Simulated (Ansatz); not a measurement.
## Electronic structure of F2Ge···H2 in real space

Input file:

```
crystal:
  periodic: [false, false, false]
  atoms:
    - { symbol: Ge, position_ang: [0.020719, -0.014085, -1.099408] }
    - { symbol: H, position_ang: [1.132687, 0.248717, 1.404828] }
    - { symbol: H, position_ang: [1.649674, -0.148175, 1.116937] }
    - { symbol: F, position_ang: [-0.795214, 1.23836, -0.223868] }
    - { symbol: F, position_ang: [-0.854567, -1.324818, -0.382189] }
basis:
  gaussian: { orbitals: def2-SVP }
hamiltonian:
  xc: hf
relax:
  f_tol: 0.03
  max_steps: 50
output:
  orbitals: {}
```

Run with:

```sh
ansatz run input.yaml --threads 1 --pin off --max-ram 2048MiB --backend cpu --events-out ev --progress --plain --runs-dir out
```

The fields are those of the run's last geometry, not of the input's.

Computed with Ansatz 0.2.0, RHF/def2-SVP.

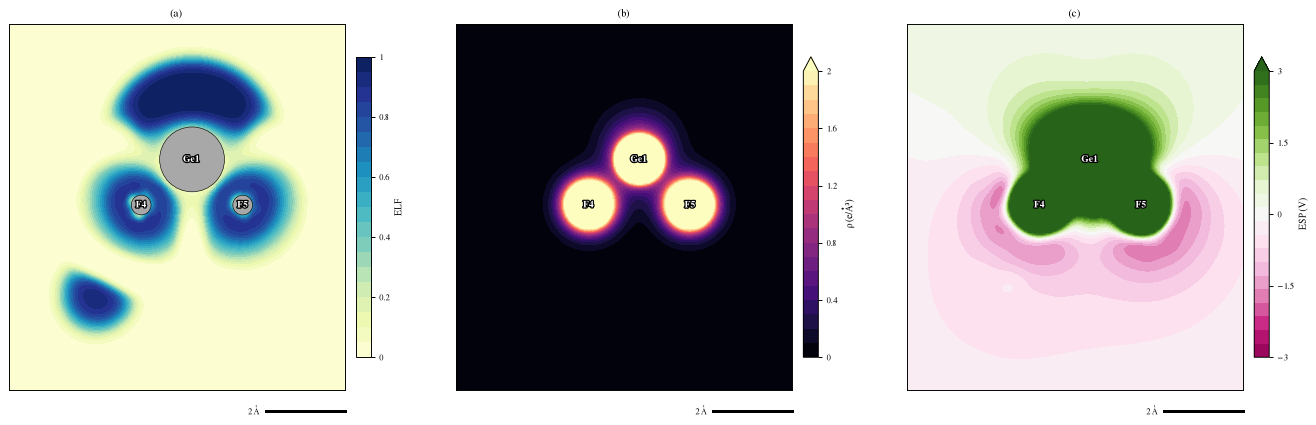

Figure 1. (a) electron localisation function; (b) total electron density; (c) electrostatic potential on the plane of atoms F4, Ge1 and F5. Grey discs cover the atomic cores in the ELF map.

Read the bonding off the picture.

- The plane passes through Ge and F nuclei.
- Ge–F (1.73 Å): the density is about 0.91 e/Å³ at the midpoint; the ELF peaks at about 0.85 in the valence shell of F, 0.5 Å from its nucleus, and is about 0.20 at the midpoint.
- The ELF also peaks beside F4 and F5, away from the bonds: lone-pair regions.
- Outside the dense part of the complex the potential is most negative (−1.8 V) near F5.

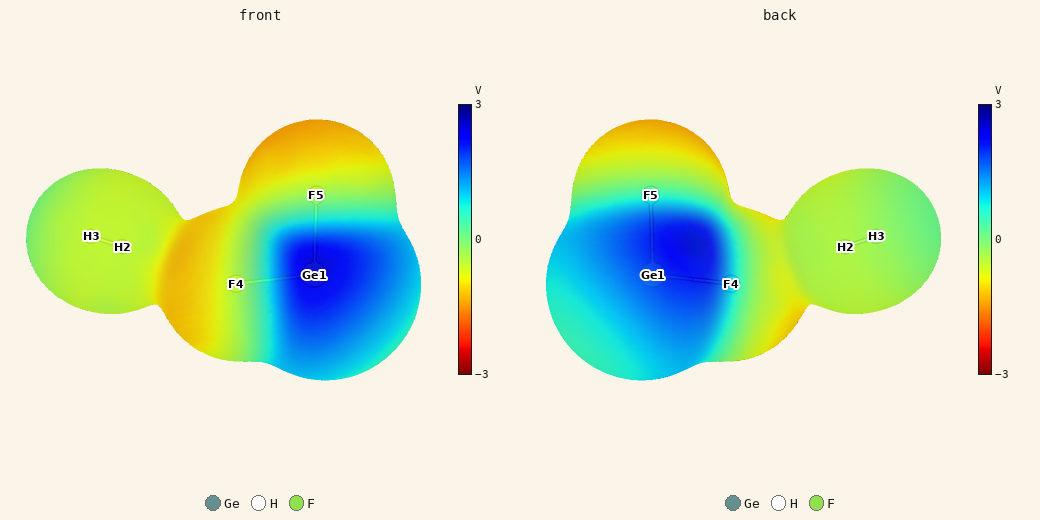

Figure 2. The electrostatic potential painted on the density surface at 0.001 e/bohr³, seen from the front and from behind; red is negative and blue positive.

Describe the electrostatic potential map.

The most negative region (about −1.4 V) lies over F5, the most positive (about +2.5 V) over Ge1.

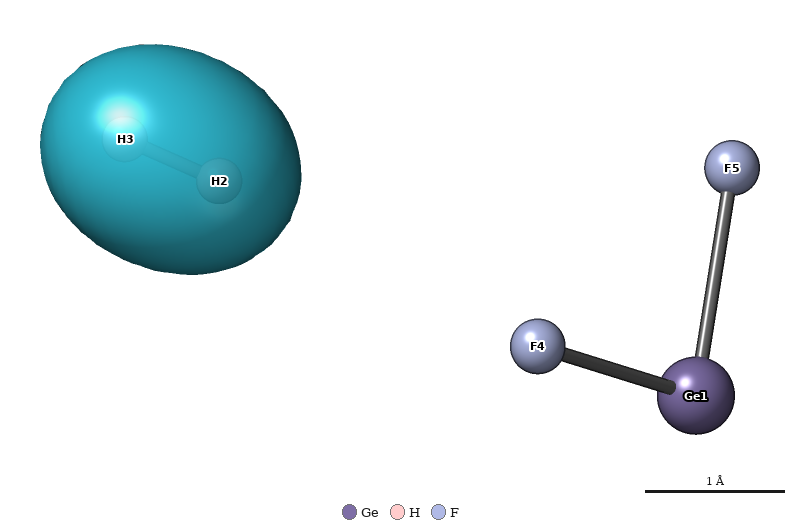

Figure 3. The HOMO−1 at ±0.3 Å⁻³ᐟ² (yellow and cyan are the two phases), seen at a tilt.

Where does this orbital lie, and at what energy?

Its weight (Hirshfeld) is mainly on H3 (about 50 %) and H2 (about 50 %). Its energy is −15.53 eV.
